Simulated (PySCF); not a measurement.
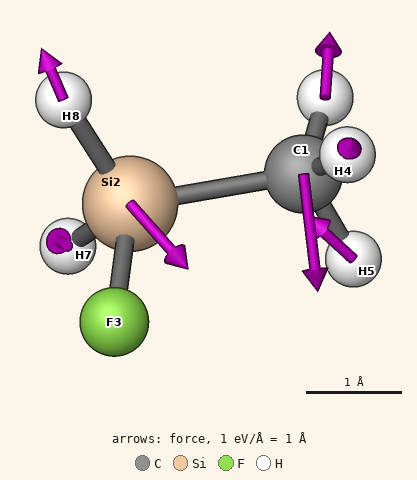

Starting geometry of CH5FSi with the computed forces as purple arrows. A ball-and-stick model, seen from a free direction.

The start comes from GFN2-xTB. Its atoms were then displaced at random by about 0.01 Å.

Level of theory: PBE0-D3(BJ)/def2-TZVP geometry optimisation, gas phase (PySCF 2.14.0, density-fitted response routines). 

Question: What follows when this structure is relaxed?

Answer: It isn't relaxed: the largest force vector, on the C atom, is 1.27 eV/Å. The final displacements follow the starting forces only in part (cosine between the two patterns 0.44). The atom that moves furthest after the best rigid fit is an H atom (0.077 Å). By element the largest moves are H 0.077 Å, Si 0.054 Å, F 0.043 Å, C 0.031 Å. Some distances before and after: H–Si 1.460 → 1.485 Å, C–H 1.117 → 1.092 Å, C–H 1.070 → 1.094 Å, C–Si 1.863 → 1.853 Å. Among the angles between lasting bonds that change: Si–C–H 113.8° → 109.9°, H–Si–H 113.2° → 109.7°, F–Si–H 104.1° → 107.4°. The energy falls by 1.54 kcal/mol in 10 geometry steps.
